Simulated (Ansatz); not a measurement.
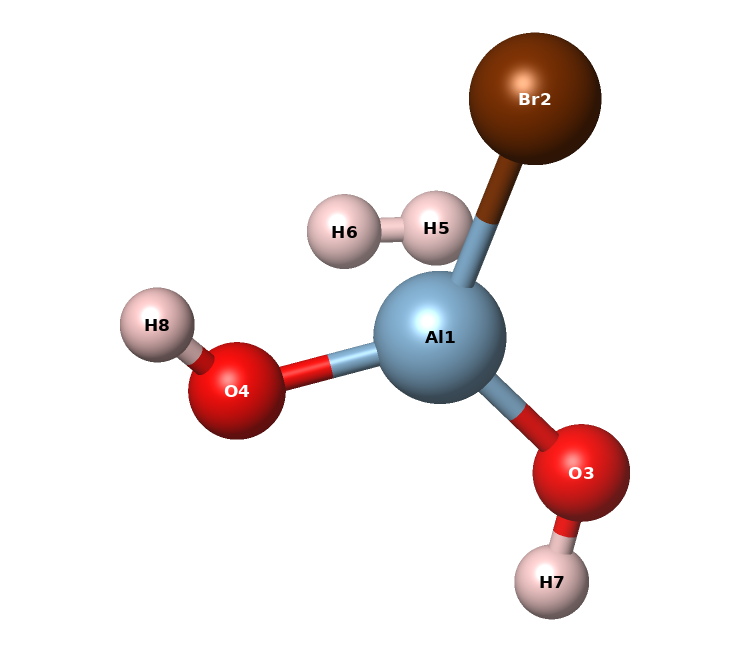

Atoms carry their numbers in the input. Computed geometry: PBE0-D4/def2-TZVP optimisation.

> What is the geometry at Al1?

Al1 has 3 neighbours (Br2 at 2.25, O3 at 1.68, O4 at 1.69 Å); the arrangement is trigonal planar.

> Describe the coordination of atom 3.

O3 has 2 neighbours (Al1 at 1.68, H7 at 0.96 Å); the arrangement is bent.

> Describe the coordination of atom 4.

O4 has 2 neighbours (Al1 at 1.69, H8 at 0.96 Å); the arrangement is bent.
